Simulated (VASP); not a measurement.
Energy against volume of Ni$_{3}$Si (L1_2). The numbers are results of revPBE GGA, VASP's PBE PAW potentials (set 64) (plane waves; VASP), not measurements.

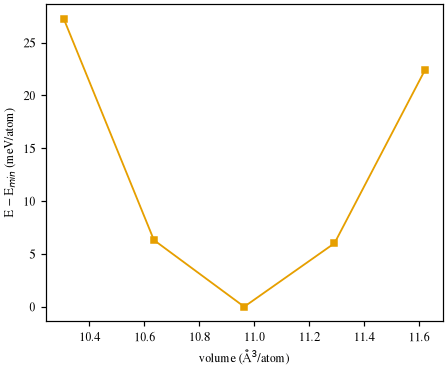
Energy against volume

Problem. Estimate the equilibrium volume and the bulk modulus.

Solution. The minimum lies near 11.0 Å³/atom, and the curvature gives B0 of about 200 GPa.

Measured: a 3.510 Å (computed value off by +0.5 %), as given by Metallic Nickel Silicides: Experiments and Theory for NiSi and First Principles Calculations for Other Phases, …. The calculation is for a static lattice, while the measured a holds thermal and zero-point effects, which are part of the difference.

The compound is Ni3Si in the L1_2 structure. It was relaxed first. The run is not spin-polarised, so no magnetic state was tried.
